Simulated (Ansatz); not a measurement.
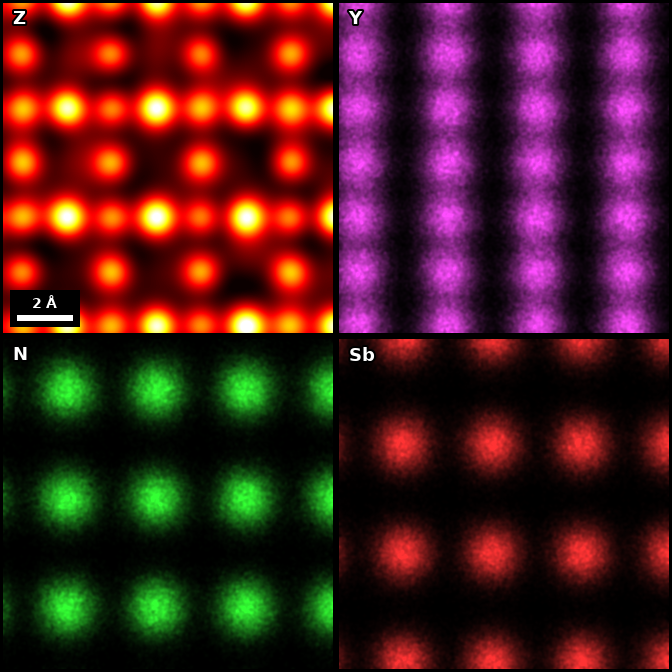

A crystal along [101]. Panel Z: Simulation: incoherent imaging, intensity Z^1.7 per atom, probe width 1.12 Å, thin sample. The speckle of an amorphous layer was added. The other panels are simulated element maps (the number of atoms of one element along the beam, blurred by 1.5 Å, with counting noise; each on its own scale, no channelling).

Q: Describe the distribution of the elements over the columns.

A: The projected cell (3.25 × 3.96 Å, 90°) holds 4 columns: 2 of Y, 1 of Sb and 1 of N. No column is shared by two of the mapped elements. The brightest columns of the Z-contrast image hold Sb.

The crystal is Y2SbN (P4/mmm, No. 123). Structure: the geometry relaxed with DFT PBEsol, scalar-relativistic, plane waves, PAW (Ansatz 0.2.0); the starting structure was generated, so it need not be a known form of this composition.
